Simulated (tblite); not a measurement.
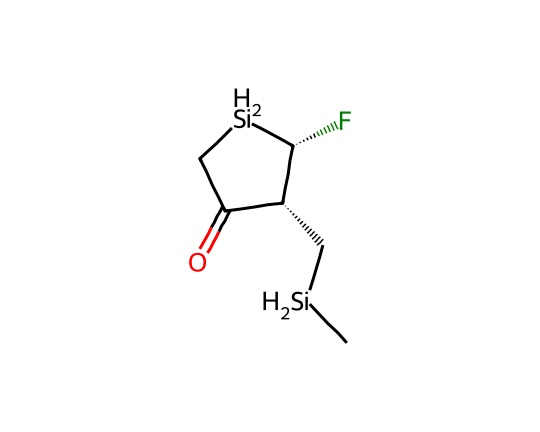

Figure made from data computed with tblite.

2D structure.

### Give its SMILES.

C[SiH2]C[C@@H]1C(=O)C[SiH2][C@@H]1F

### What is the molecular formula?

C6H13FOSi2.

### An optimisation with GFN2-xTB gave a structure of which point group?

C1.
